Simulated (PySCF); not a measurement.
Molecule: C₇H₁₁N, SMILES C=CN1C=C(C)CC1.

Vertical TDDFT excitations, PBE0/def2-SVPD in PySCF 2.14.0, at a GFN2-xTB geometry (no frequency check), gas phase.

**Where does it absorb, and how strongly?**

The lowest singlet lies at 4.61 eV (269 nm, f = 0.007); the brightest of the first 6 is S2 at 4.96 eV (250 nm), f = 0.430, mainly HOMO → LUMO (91 %). No singlet lies below 3.1 eV (beyond 400 nm), so at this level no vertical transition falls in the visible.


| state | E (eV) | λ (nm) | f | main character |
| --- | --- | --- | --- | --- |
| S1 | 4.61 | 269 | 0.007 | HOMO → LUMO+1 (97 %) |
| S2 | 4.96 | 250 | 0.430 | HOMO → LUMO (91 %) |
| S3 | 5.18 | 240 | 0.022 | HOMO → LUMO+2 (92 %) |
| S4 | 5.32 | 233 | 0.001 | HOMO → LUMO+4 (93 %) |
| S5 | 5.57 | 223 | 0.241 | HOMO → LUMO+3 (90 %) |
| S6 | 5.88 | 211 | 0.004 | HOMO → LUMO+5 (92 %) |

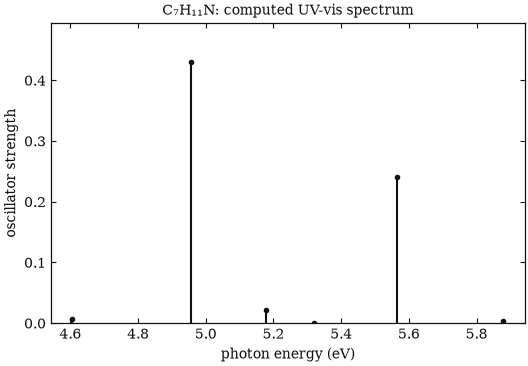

Only the first 6 singlet excitations are included.

Caveats: states above the negative HOMO energy depend on the basis; the tight-binding geometry is rougher than a DFT one and adds to the error; one conformer of a flexible molecule; core orbitals are frozen in the response.
